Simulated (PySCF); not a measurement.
**H2O2 (hydrogen peroxide) at CCSDT(Q)/STO-3G**

What is the energy change on altering one bond length of H2O2 (hydrogen peroxide) at CCSDT(Q)/STO-3G? 

The calculation is run with PySCF 2.14.0.

9 further runs of the same task are left out: 9 set aside as unsound or not needed.

**1. The molecule**

H2O2 has 4 atoms, charge 0, and is taken as a singlet. SMILES: `OO`. Geometry: relaxed at PBE0-D4/def2-TZVP.

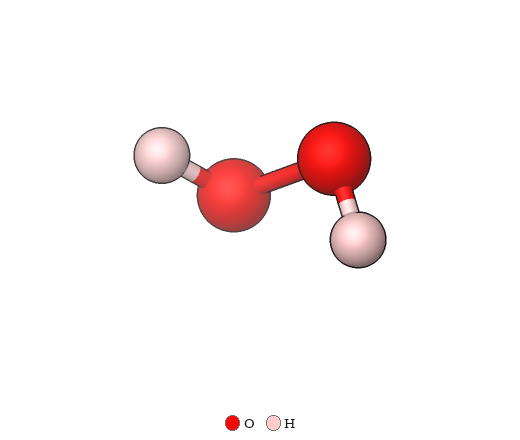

Viewed from a chosen angle; oxygen red, hydrogen pink.

**2. The energy at CCSDT(Q)/STO-3G**

Contents of input.py:

```python
from pyscf import gto, scf, cc

mol = gto.M(
    atom='''
O     -0.919919    -1.098120     0.057826
O      0.091274     1.376477     0.390984
H      0.352245    -2.110824     0.883258
H      0.476400     1.832656    -1.332068
''',
    charge=0,
    unit='bohr',
    verbose=3,
    basis='sto-3g',
    max_memory=1860,
)

mf = scf.RHF(mol)
mf.conv_tol = 1e-10
mf.kernel()
if not mf.converged:
    mf = mf.newton().run(mf.mo_coeff, mf.mo_occ)

mycc = cc.CCSDT(mf, frozen=2)
mycc.kernel()
e_bracket, e_q = mycc.ccsdt_q()
energy = mycc.e_tot + e_q
print('Final energy', energy)
```

On the command line:

```console
$ OMP_NUM_THREADS=1 python input.py
```

Standard output:

```text
converged SCF energy = -148.760540569381
_make_eris_incore_RCCSDT

WARN: A large `blksize` is being used, which may cause large memory consumption
      for storing contraction intermediates. If memory is sufficient, consider using
      `pyscf.cc.rccsdt_highm.RCCSDT` instead.

RCCSDT converged
E(RCCSDT) = -148.8653576770849   E_corr = -0.1048171077040783
E_corr(same-spin) = -0.00464543969316807
E_corr(oppo-spin) = -0.10017166801091
_make_eris_incore_RCCSDT
Final energy -148.86546746323606
```

Wall time 1.4 s (1 thread of Arm Neoverse V1, shared host); peak memory 0.1 GiB.

**3. The distorted shape**

Contents of run.py:

```python
from pyscf import gto, cc

system = gto.M(
    atom='''
O   -0.621459  -0.473905  -0.056772
O   -0.086359   0.835595   0.119528
H    0.186400  -1.117000   0.467400
H    0.117441   1.076995  -0.792272
''',
    basis='sto-3g',
    verbose=3,
    max_memory=1860,
)

mf = system.RHF()
mf.conv_tol = 1e-10
mf.kernel()
if not mf.converged:
    mf = mf.newton().run(mf.mo_coeff, mf.mo_occ)

mycc = cc.CCSDT(mf, frozen=2)
mycc.kernel()
e_bracket, e_q = mycc.ccsdt_q()
etot = mycc.e_tot + e_q
print('E(%s) = %.9f' % ('CCSDT(Q)', etot))
```

On the command line:

```console
$ OMP_NUM_THREADS=1 python run.py
```

Standard output:

```text
converged SCF energy = -148.741994020572
_make_eris_incore_RCCSDT

WARN: A large `blksize` is being used, which may cause large memory consumption
      for storing contraction intermediates. If memory is sufficient, consider using
      `pyscf.cc.rccsdt_highm.RCCSDT` instead.

RCCSDT converged
E(RCCSDT) = -148.8630375953247   E_corr = -0.1210435747525227
E_corr(same-spin) = -0.00541653189209172
E_corr(oppo-spin) = -0.115627042860431
_make_eris_incore_RCCSDT
E(CCSDT(Q)) = -148.863199142
```

It took 1.6 s on 1 thread of Arm Neoverse V1, shared host; peak memory 0.12 GiB.

**4. Results**

Level: CCSDT(Q)/STO-3G, 2 core orbitals frozen.

```
                                                         quantity          value
                                        first shape: total energy  -148.86547 Eh
                first shape: dipole moment (Hartree–Fock density)         1.57 D
                 first shape: HOMO energy (Hartree–Fock orbitals)       -9.92 eV
                 first shape: LUMO energy (Hartree–Fock orbitals)       13.16 eV
               first shape: HOMO–LUMO gap (Hartree–Fock orbitals)       23.08 eV
         first shape: correlation energy (2 core orbitals frozen)     -104.9 mEh
                                       first shape: T1 diagnostic          0.007
                                    distorted shape: total energy  -148.86320 Eh
            distorted shape: dipole moment (Hartree–Fock density)         1.49 D
             distorted shape: HOMO energy (Hartree–Fock orbitals)       -9.77 eV
             distorted shape: LUMO energy (Hartree–Fock orbitals)       11.98 eV
           distorted shape: HOMO–LUMO gap (Hartree–Fock orbitals)       21.75 eV
     distorted shape: correlation energy (2 core orbitals frozen)     -121.2 mEh
                                   distorted shape: T1 diagnostic          0.009
energy change with the O1–H3 bond stretched from 0.965 to 1.158 Å       0.062 eV
```

With the O1–H3 bond stretched from 0.965 to 1.158 Å the energy rises by 0.06 eV (6.0 kJ/mol). The first shape isn't relaxed at this level, so the change isn't measured from a minimum. The minimal basis adds a large error of its own.
